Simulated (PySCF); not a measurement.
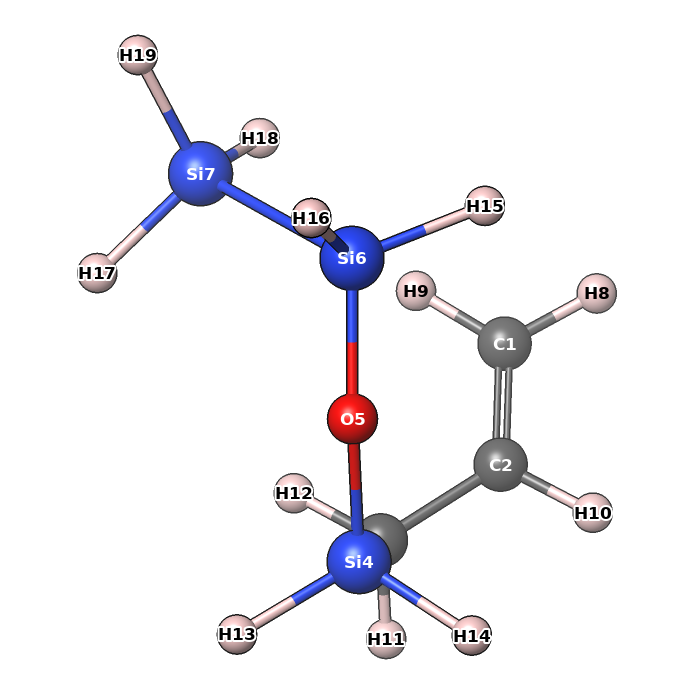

C3 lies behind Si4. The molecule seen nearly along the Si4–C3 bond, Si4 in front. Distant atoms are faded towards the background colour. The computed structure is the end point of a PBE0-D3(BJ)/def2-SVP optimisation. No frequency run is at hand to confirm it as a minimum.

What is the torsion angle O5–Si4–C3–C2? The sign is positive where the front bond must turn clockwise to cover the back bond.

58°, synclinal (gauche). The bonds about Si4–C3 are staggered.
